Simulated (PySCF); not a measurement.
Molecule: Ge(H)(Vi)(OH)2, SMILES [OH][GeH]([CH]=C)[OH]. Atoms near the plane z = 0.0 Å, at the PBE0/def2-SVP optimised geometry (x, y, z in Å): Ge1 (-0.8, -1.1, 0.0), O2 (-1.4, 0.6, 0.0), O3 (1.0, -1.1, 0.0), H7 (-1.2, 1.1, -0.8), H8 (1.4, -0.6, 0.8).

Computed with PBE0/def2-TZVP in PySCF. Cells within 0.4 Å of a nucleus heavier than hydrogen are left out (blank, or x). The values are rescaled to run from 0 to 1.

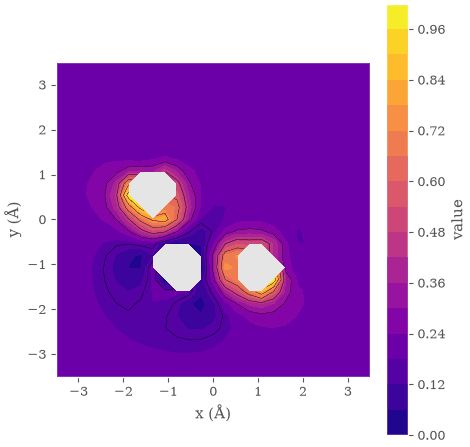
*a field on the plane z = 0.0 Å.*

Q: Which quantity is mapped?
A. deformation density (molecule minus spherical neutral atoms)
B. Laplacian of the electron density
C. electrostatic potential
D. an orbital amplitude

A: A, deformation density (molecule minus spherical neutral atoms). In full: deformation density (molecule minus spherical neutral atoms) (e/bohr³).
